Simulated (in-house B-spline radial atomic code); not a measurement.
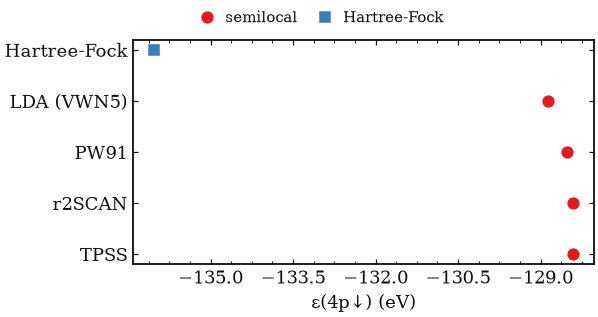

The Nb⁷⁺ ion; electrons: [Ar] 3d10 4s2 4p4 (high spin). All runs are scalar-relativistic, spin-polarised and spherical, computed with an in-house B-spline radial code (spin-free X2C). Hartree-Fock is the average over the configuration. The plot shows the eigenvalue (eV) of the 4p down orbital by 5 methods.

Question: Rank the methods.

Answer: The deepest is Hartree-Fock (−136.0) and the shallowest TPSS (−128.4), a spread of 7.62 eV. In order (eV): Hartree-Fock (−136.0), LDA (VWN5) (−128.9), PW91 (−128.5), r2SCAN (−128.4), TPSS (−128.4). On the whole, exact exchange removes self-interaction and deepens occupied levels.
